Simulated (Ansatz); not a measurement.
## Fields on a plane of Si3N4 (space group I-43d)

```xyz
14
Lattice="-3.2274 3.2274 3.2274 3.2274 -3.2274 3.2274 3.2274 3.2274 -3.2274" Properties=species:S:1:pos:R:3 pbc="T T T"
N      1.8121     1.8121     1.8121
N      0.1984    -0.1984     3.0289
N      1.4152     4.6426    -1.4152
N      3.0289     0.1984    -0.1984
N     -1.4152     1.4152     4.6426
N      0.1984     0.1984     0.1984
N      4.6426    -1.4152     1.4152
N     -0.1984     3.0289     0.1984
Si     2.4205     3.2274    -1.6137
Si    -1.6137     2.4205     3.2274
Si     0.8068     3.2274     1.6137
Si     1.6137     0.8068     3.2274
Si     3.2274    -1.6137     2.4205
Si     3.2274     1.6137     0.8068
```

The slice is a {211} plane (indices of the conventional cell) through the point (0.561, 0.561, 0.561) (fractional), spanned by u = [111] and v = [1 0 -1] in vectors of this cell: u (5.59 Å) and v (9.13 Å, at 90° to u). It covers one period; positions are fractions (u, v).

Atoms on it: N at (0.00, 0.00); N at (0.92, 0.47), 0.2 Å off the plane; N at (0.50, 0.00); N at (0.42, 0.53), 0.2 Å off the plane. Other atoms lie within 1 Å of the plane.

Calculation: PBEsol (plane waves to 420 eV, PAW, scalar-relativistic; Ansatz, a quantum-chemistry and plane-wave program). k mesh 6×6×6. These are valence fields of a PAW run, semicore shells included where kept as valence: close to a nucleus they are smooth pseudo fields. Si3N4 was relaxed with its symmetry unable to fall. This is one of several known forms of Si3N4; the measured ambient cells at hand have space group No. 159 or 176.

```
|xxxx--%%@@##xxxxxxxx##@@@@==xx|
|    ::**%%##==    ==##%%##==  |
|xx    ..**##++==--++####++    |
|xxxx    ==**++====**####==  xx|
|xxxx    ++********%%%%##==  xx|
|xx    ::**######%%@@%%##++    |
|    ..++******##%%%%%%####==  |
|++****##**++****##**++****##**|
|%%%%%%##**==--====::  ..==##%%|
|@@%%##**==xxxxxx        ::**##|
|==##**==::xxxxxxxx          xx|
|xx--::    xxxxxx  --..    xxxx|
|xx          xx  ****++==xxxxxx|
|xx..      ==##%%@@%%##**::xxxx|
|====..  ::++##%%%%%%##**++----|
|##****++**##****++**##****++**|
|##%%%%%%##**--      ==******##|
|##%%@@%%**--    xx    ==**####|
|**##%%%%**    xxxxxx  ::******|
|==++##%%**    xxxxxx  ::****++|
|--==**####--    xx    ==****==|
|  ..**%%%%**..      ==##%%**::|
|xxxx==%%@@##xxxxxxxx##@@@@==xx|
|xxxx  @@@@##xxxxxxxx##@@@@  xx|
```
Scale: ten equal steps from 4.00 (start of ' ') to 12.57 (end of '@'), in the order ' .:-=+*#%@'. Values: electrostatic potential energy of an electron, from the cell's mean, in eV. The map has 15 points along u (two characters each, u = 0 at the left) and 24 along v (v = 0 in the bottom row). Points within 0.7 Å of a nucleus are blanked (x), as the pseudised field means little there. Values under 4 eV are set to 4. The zero, the cell's mean, hangs on the PAW cores.

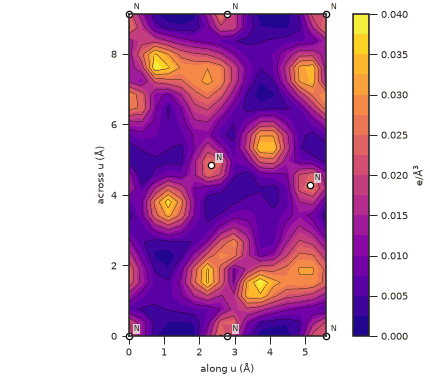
Density of the lowest conduction band (whole band as if filled, smooth part) in e/Å³, one period of the plane, atoms marked.
